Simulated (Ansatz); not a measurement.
Calculation: PBE (plane waves to 420 eV, PAW; Ansatz, a program for electronic structure).

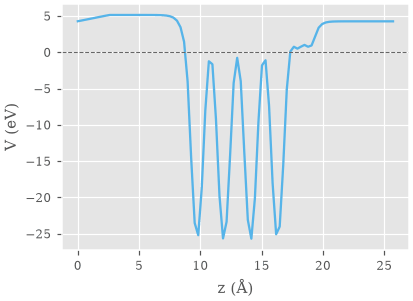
Fig. 1. Planar average of the electrostatic potential across the slab, in eV from the Fermi level, for I on the 1x1 (111) surface of fcc Rh, one in a 2x2 cell, started at the site 'bridge Rh-Rh (span 2.7 Å)'

Slab: 17 atoms, 6.5 Å thick at the start under the adsorbate (thin: gaps and levels are the slab's own); k 6x6x1, smearing 0.1 eV, dipole-corrected; 8 atoms held, the rest relaxed; held to the start's symmetry, so lower structures may exist; no spin, no spin-orbit, no U, no dispersion correction. At the end it is bonded to 3 Rh. In PBE it is, or lies within 0.03 eV of, the lowest of the starts that converged.

The vacuum level lies 4.26 eV above the Fermi level over the top face and 5.13 eV above it under the bottom face.
